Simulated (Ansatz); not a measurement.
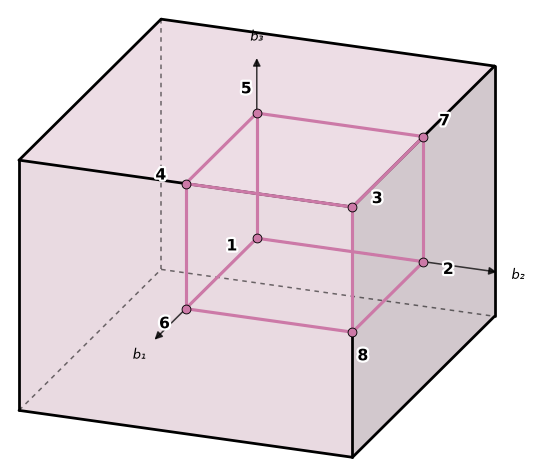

Crystal: RbYP, the end point of a relaxation with Ansatz 0.2.0, DFT PBE, scalar-relativistic, plane waves, PAW; the starting structure was generated, so it need not be a known form of this composition. The first Brillouin zone of a primitive orthorhombic lattice (oP; extended symbol oP1) is drawn with its special points numbered. Geometry calculated from the standardised cell; symmetry tolerance 0.002 Å.

a = 4.584 Å, b = 5.188 Å, c = 6.851 Å, α = 90.00°, β = 90.00°, γ = 90.00°.

Labels and path follow the convention of Hinuma et al. (2017), as computed by seekpath; the arrows show the directions of the reciprocal primitive vectors b₁, b₂, b₃, in which coordinates are given.

> Which special point is each number?

| no. | label | coordinates |
| --- | --- | --- |
| 1 | Γ | (0, 0, 0) |
| 2 | Y | (0, 1/2, 0) |
| 3 | R | (1/2, 1/2, 1/2) |
| 4 | U | (1/2, 0, 1/2) |
| 5 | Z | (0, 0, 1/2) |
| 6 | X | (1/2, 0, 0) |
| 7 | T | (0, 1/2, 1/2) |
| 8 | S | (1/2, 1/2, 0) |
